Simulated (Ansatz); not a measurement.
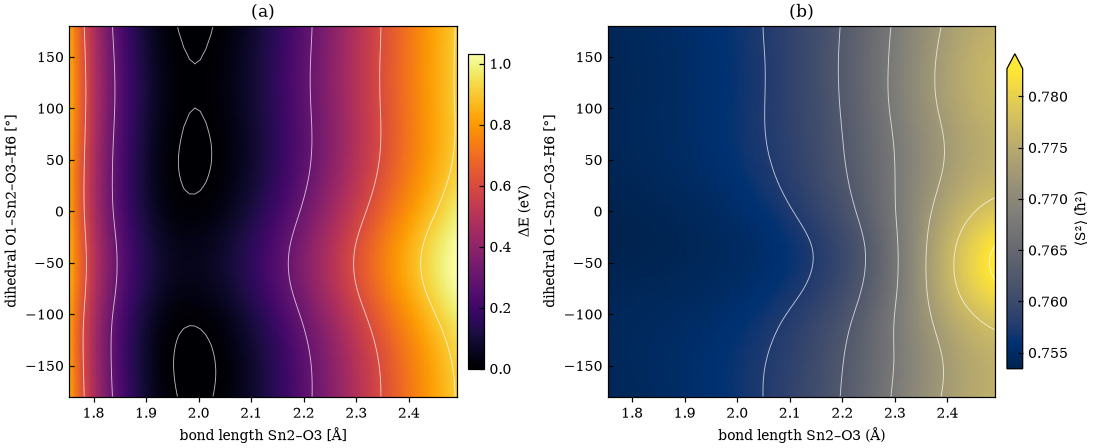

FH₂O₂Sn, SMILES [OH][Sn]([OH])[F], spin multiplicity 2. First axis: bond length Sn2–O3. Second axis: dihedral O1–Sn2–O3–H6. Nothing is relaxed (all other coordinates rigid). The scan uses a 9 × 10 grid. All energies are given in eV relative to the lowest grid point. All numbers below come from Ansatz 0.2.0, UKS PBE0-D4/def2-SVP.

Panel (a) is the energy; panel (b) is the computed ⟨S²⟩, in ħ².

Drawn: a smooth colour map with a few white contour lines. Between grid points the surface is interpolated.

Q: How does the ⟨S²⟩ vary over the map, and what is it at the lowest grid point?

A: Leaving out the highest fifth of the energies, it runs from 0.75 ħ² at bond length Sn2–O3 = 1.754 Å, dihedral O1–Sn2–O3–H6 = 0° to 0.77 ħ² at bond length Sn2–O3 = 2.399 Å, dihedral O1–Sn2–O3–H6 = 0°. At the lowest grid point, bond length Sn2–O3 = 2.031 Å, dihedral O1–Sn2–O3–H6 = −144°, it is 0.76 ħ².
